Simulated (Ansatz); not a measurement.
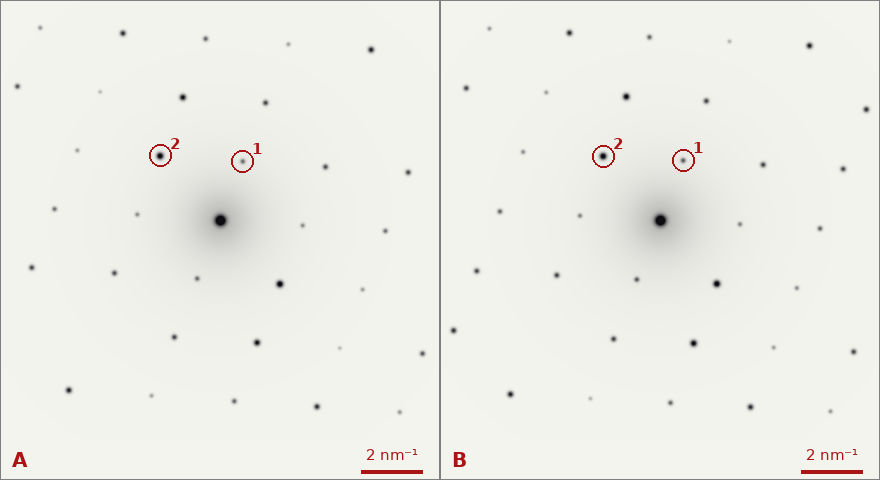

Kinematic electron diffraction patterns (300 kV, B = 0.5 Å², same scale) along [111] of the run's own cell, for the start and the end of one relaxation of Sn2Sb with Ansatz 0.2.0, DFT PBE, scalar-relativistic, plane waves, PAW. k mesh 6×6×8. The start is a generated model structure, and the relaxation ends in the nearest stationary point of its symmetry, not necessarily the ground state. Spot 1 is -1 1 0 and spot 2 is -1 0 1 in both.

Start structure:

```
CELL_PARAMETERS angstrom
6.08782 0.00000 0.00000
0.00000 7.57690 0.00000
0.00000 0.00000 4.36518
ATOMIC_POSITIONS crystal
Sn 0.19055 0.37218 0.00000
Sn 0.80945 0.62782 0.00000
Sn 0.69055 0.12782 0.50000
Sn 0.30945 0.87218 0.50000
Sb 0.00000 0.00000 0.00000
Sb 0.50000 0.50000 0.50000
```

Question: Which pattern belongs to the start structure, and which to the relaxed one?

Answer: B is the start: its cell gives d(1) = 4.746 Å, d(2) = 3.547 Å and an angle of 63.0°. A is the relaxed structure, with d(1) = 4.822 Å (+1.6 %), d(2) = 3.456 Å (-2.6 %) and 64.4°.

Question: Summarise the relaxation behind the change.

Answer: The volume changed by -1.8 % to 32.97 Å³ an atom; with the mean shift removed, the atoms moved by up to 0.07 Å relative to the cell (Sn most); the space group stayed Pnnm (No. 58); the free energy fell by 4.7 meV an atom. Relaxed cell: a = 6.205 Å, b = 7.662 Å, c = 4.161 Å, α = 90.00°, β = 90.00°, γ = 90.00°.
